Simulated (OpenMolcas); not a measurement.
## Si2H3F3: a line through the functionals

Si2H3F3: 8 atoms, total charge 0, spin state singlet. As SMILES, `F[Si](F)(F)[SiH3]`. The coordinates come from a PBE0-D4/def2-TZVP relaxation.

The vertical ionisation energy (to the doublet cation) y, in eV, basis cc-pVDZ; a is the functional's share of exact exchange. Programs: OpenMolcas 26.06.

| functional | program | a | y (eV) |
| --- | --- | --- | --- |
| BLYP | OpenMolcas | 0 | 11.02 |
| TPSS | OpenMolcas | 0 | 11.25 |
| B3LYP | OpenMolcas | 0.2 | 11.56 |
| PBE0 | OpenMolcas | 0.25 | ? |
| BHLYP | OpenMolcas | 0.5 | 11.87 |

**Question.** Fit y = c + s·a to the known rows and predict PBE0.

**Answer.** 
1. Means of the 4 rows: a = 0.1750, y = 11.425.
2. Σ(Δa)² = 0.1675, Σ(Δa·Δy) = 0.2495, so the slope is 0.2495/0.1675 = 1.4896.
3. Intercept: 11.425 − (1.4896) × 0.1750 = 11.164. The largest residual of the fit is 0.14.
4. PBE0: 11.164 + (1.4896) × 0.25 = 11.54 eV.

The run gave 11.59 eV, so the prediction is off by -0.05 eV, within the largest residual. The rows mix families of semi-local functionals, which the line can't see.

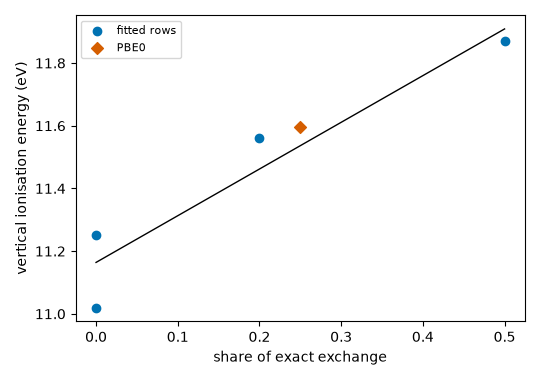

The fitted line, with the withheld row.
